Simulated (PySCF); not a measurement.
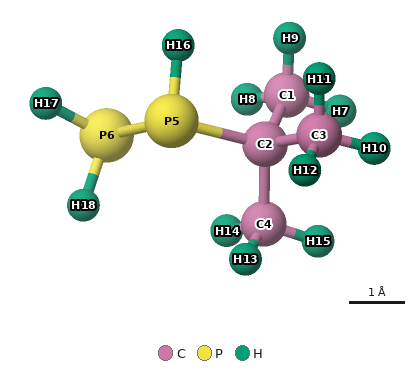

*The structure (ball-and-stick view, seen at a tilt; atoms are numbered from 1 in the order of the input).*

Bond lengths as drawn: C–C 1.53 Å, C–H 1.09 Å, C–P 1.89 Å, H–P 1.39 to 1.40 Å and P–P 2.16 Å.

## C4H12P2: excited-state calculation

The run: excited-state calculation of C4H12P2, SMILES CC(C)(C)PP. Method and program: TDDFT WP04/pcseg-1, vertical, gas phase, core orbitals frozen in the response (PySCF 2.14.0).

The geometry comes from this level: GFN2-xTB. It belongs to a series of runs on one base structure; here: WP04/pcseg-1; 25 states; aux def2-qzvpp-jkfit; conv 1e-06.

### What the program printed
```
final grid: 133152 points
cycle   1  E = -853.6533481084  dE =  2.625e-01  |g| = 5.806e-01  |ddm| = 4.180e+00
cycle   2  E = -853.5830241036  dE =  7.032e-02  |g| = 7.689e-01  |ddm| = 1.460e+00
cycle   3  E = -853.7474534653  dE = -1.644e-01  |g| = 1.041e-01  |ddm| = 8.956e-01
cycle   4  E = -853.7502566933  dE = -2.803e-03  |g| = 3.003e-02  |ddm| = 1.621e-01
cycle   5  E = -853.7504711800  dE = -2.145e-04  |g| = 6.127e-03  |ddm| = 3.088e-02
cycle   6  E = -853.7504826054  dE = -1.143e-05  |g| = 1.244e-03  |ddm| = 1.267e-02
cycle   7  E = -853.7504830975  dE = -4.921e-07  |g| = 3.037e-04  |ddm| = 2.551e-03
converged SCF energy = -853.7504830975

Static polarisability (au): isotropic 88.517, principal 76.461 82.910 106.180

Singlet excitations
state   eV       nm        f      main configurations
  1   5.7850    214.3   0.14219   H->L 0.80, H->L+1 0.09
  2   6.0302    205.6   0.03874   H->L+1 0.89
  3   6.0874    203.7   0.06002   H->L+2 0.88, H->L 0.08
  4   6.4813    191.3   0.02264   H->L+3 0.96
  5   7.4365    166.7   0.04251   H->L+4 0.81, H-1->L 0.12
  6   7.5827    163.5   0.12535   H-1->L 0.75, H->L+4 0.12
  7   7.7353    160.3   0.01623   H->L+5 0.59, H-1->L+1 0.29
  8   7.7929    159.1   0.01076   H-1->L+1 0.56, H->L+5 0.35
  9   7.8959    157.0   0.01678   H-1->L+2 0.86
 10   7.9980    155.0   0.02390   H-2->L 0.82
 11   8.3627    148.3   0.01408   H->L+6 0.88
 12   8.3776    148.0   0.00769   H-2->L+1 0.59, H-3->L 0.24
 13   8.4816    146.2   0.17281   H-1->L+3 0.57, H-2->L+2 0.12, H-3->L 0.10
 14   8.5008    145.9   0.04741   H->L+7 0.59, H-3->L 0.17, H-2->L+1 0.10
 15   8.5491    145.0   0.03369   H->L+7 0.33, H-3->L 0.24, H-4->L 0.15
 16   8.6173    143.9   0.04538   H->L+8 0.89
 17   8.6431    143.4   0.01161   H-4->L 0.71
 18   8.7217    142.2   0.08018   H-2->L+2 0.54, H-5->L 0.12
 19   8.8064    140.8   0.05900   H->L+9 0.65, H-5->L 0.11
 20   8.8736    139.7   0.01905   H-3->L+1 0.72
 21   8.9267    138.9   0.01210   H-2->L+3 0.88
 22   8.9507    138.5   0.07466   H-4->L+1 0.40, H-5->L 0.30
 23   9.0301    137.3   0.13490   H-4->L+1 0.55, H-5->L 0.20
 24   9.0836    136.5   0.05626   H-3->L+2 0.60, H-5->L+1 0.10
 25   9.2117    134.6   0.03434   H->L+10 0.84
```

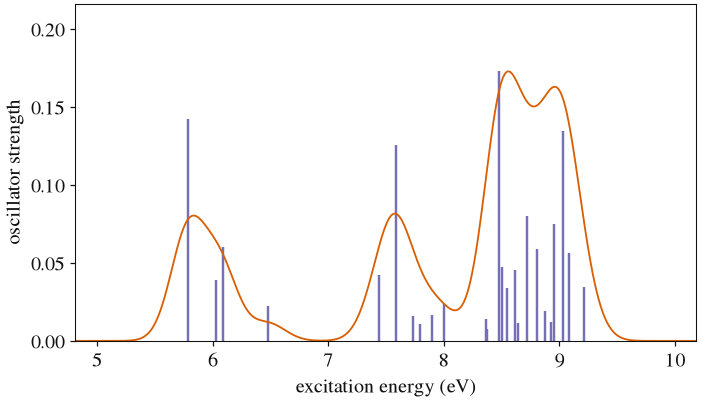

*Computed excitations as sticks (degenerate states added up, dark ones marked on the axis), with a Gaussian envelope of 0.35 eV full width at half maximum, scaled to the tallest.*

Of the 25 states the lowest lies at 5.79 eV (f = 0.142); the strongest line is at 8.48 eV, or 146 nm (f = 0.173).

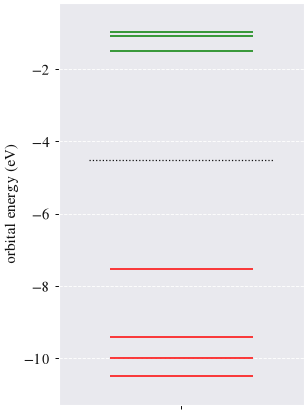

*Orbital energies near the frontier; the dotted line parts filled from empty levels, and levels within 0.02 eV of each other stand side by side.*

Highest filled −7.54 eV, lowest empty −1.51 eV, 6.03 eV apart.

The run was set up as follows.

### The input
```
{"job": {"kind": "uv", "xc": "WP04", "basis": "pcseg-1", "nstates": 25, "ntriplets": 0, "tda": false, "scf": {"aux": "def2-qzvpp-jkfit", "conv": 1e-06}}, "charge": 0, "multiplicity": 1}
C      0.154189    -1.238286    -0.900786
C     -0.415667    -0.131784    -0.017675
C     -1.757797    -0.572947     0.569150
C     -0.599130     1.147639    -0.833056
P      0.719355     0.268842     1.444069
P      2.522248     0.804079     0.383276
H     -0.513439    -1.419105    -1.742651
H      1.131282    -0.957011    -1.293578
H      0.259161    -2.167169    -0.342172
H     -2.462268    -0.799977    -0.229573
H     -1.634157    -1.463660     1.183265
H     -2.180705     0.213861     1.191014
H     -0.953228     1.960847    -0.199488
H      0.347202     1.447093    -1.287077
H     -1.325820     0.989333    -1.628644
H      1.138636    -1.052974     1.652390
H      3.273322     0.801976     1.557223
H      2.288056     2.175560     0.482656
```

The first line tells a small driver script what to run in PySCF; the rest is the geometry in Å.

Command:
```bash
OMP_NUM_THREADS=1 python <driver script> task.json out
```

### Summary

```json
{"quantity": "outcome", "value": "converged"}
{"quantity": "total energy", "value": "−853.750483 hartree"}
{"quantity": "HOMO", "value": "−7.54 eV"}
{"quantity": "LUMO", "value": "−1.51 eV"}
{"quantity": "dipole moment", "value": "0.71 D"}
{"quantity": "mean polarisability", "value": "88.52 a.u."}
{"quantity": "lowest excitation", "value": "5.79 eV"}
{"quantity": "hardware", "value": "1 CPU thread, shared host"}
{"quantity": "wall time", "value": "45 s"}
{"quantity": "peak memory", "value": "0.68 GiB"}
```

### Notes

Settings chosen away from the usual ones: WP04/pcseg-1; 25 states; aux def2-qzvpp-jkfit; conv 1e-06.
